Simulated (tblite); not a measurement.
# Nudged elastic band of C$_{5}$H$_{2}$N$_{2}$O$_{2}$

C$_{5}$H$_{2}$N$_{2}$O$_{2}$, computed with GFN2-xTB climbing-image nudged elastic band, gas phase (tblite 0.8.0).

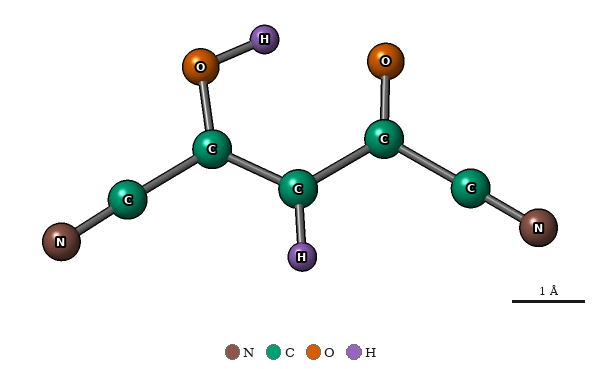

Figure 1. The input geometry (ball-and-stick view, seen at a tilt).

## Input file
```
{"job": {"xc": "GFN2-xTB", "basis": "xTB", "kind": "neb"}, "charge": 0, "multiplicity": 1}
N     -3.239788     0.837725    -1.321365
C     -2.310304     0.280889    -0.955179
C     -1.125521    -0.415348    -0.488705
O     -1.046885    -1.640818    -0.506846
C     -0.077273     0.456470    -0.014886
C      1.088312    -0.090357     0.448156
O      1.343518    -1.378814     0.500452
C      2.118316     0.786714     0.913847
N      2.921174     1.514992     1.278466
H     -0.219097     1.523674    -0.029936
H      0.552973    -1.872456     0.150032
```

The first line tells a small driver script what to run in tblite; the rest is the geometry in Å.

Launch command:
```bash
OMP_NUM_THREADS=1 python <driver script> task.json out
```

## What the program printed
```
image   E - E0 / eV
  0       0.0000
  1       0.1546
  2       0.4617
  3       0.5988
  4       0.4735
  5       0.3323
  6       0.2812
```

## Summary

| quantity | value |
| --- | --- |
| outcome | converged |
| forward barrier | 0.599 eV |
| hardware | 1 CPU thread, shared host |
| wall time | 2.6 s |
| peak memory | 0.19 GiB |
